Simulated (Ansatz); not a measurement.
ZnCu2SnS4 (kesterite type, space group I-4)

Space group I-4 (No. 82); a = b = 5.414 Å, c = 10.822 Å, α = β = γ = 90.00°

```
atom  site  symmetry       x       y       z
----  ----  --------  ------  ------  ------
Cu      2a      -4..  0.0000  0.0000  0.0000
Cu      2c      -4..  0.0000  0.5000  0.2500
Zn      2d      -4..  0.5000  0.0000  0.2500
Sn      2b      -4..  0.0000  0.0000  0.5000
S       8g         1  0.2578  0.2643  0.3709
```
(The calculation used a cell of 8 atoms; values per cell refer to that cell.)

This relaxed cell (volume V₀) is scaled evenly in all directions, its shape held. The atoms relax within the cell's symmetry.

All values below come from r2SCAN (plane waves to 500 eV, PAW, scalar-relativistic; Ansatz, a program for electronic structure). k mesh 9×9×9 (Γ-centred), Fermi-Dirac smearing 0.05 eV. The energy includes the smearing's −TS. Stress and pressure are positive under compression. With the shape held, the modulus is that of even scaling; a crystal free to change shape is softer. ZnCu2SnS4 is run without spin polarisation. ZnCu2SnS4 was relaxed with its symmetry unable to fall. The zero of ΔE is the relaxed starting cell.

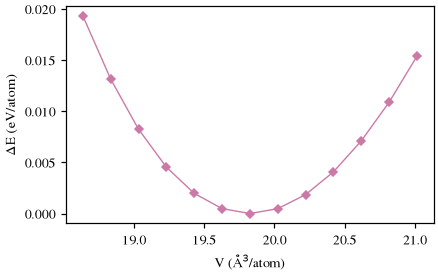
Figure: ΔE (eV/atom) against V (Å³/atom); computed points joined by lines.

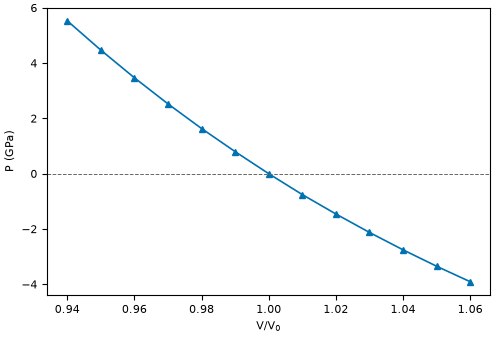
Figure: P (GPa) against V/V₀; computed points joined by lines.

The energy cost of the largest expansion is 15.4 meV/atom and the energy cost of the largest compression is 19.3 meV/atom. The equilibrium volume of the fit comes out as 19.82 Å³/atom, the pressure at the smallest volume comes out as 5.53 GPa and the pressure for 5 % compression (fit) is 4.5 GPa.

P = (3B₀/2)(x⁷ − x⁵)[1 + ¾(B₀′ − 4)(x² − 1)] with x = (1/0.95)^(1/3), B₀ = 77.1 GPa and B₀′ = 4.79.

(Under strain, the slope of the energy per volume gives the stress and its curvature an elastic modulus.)
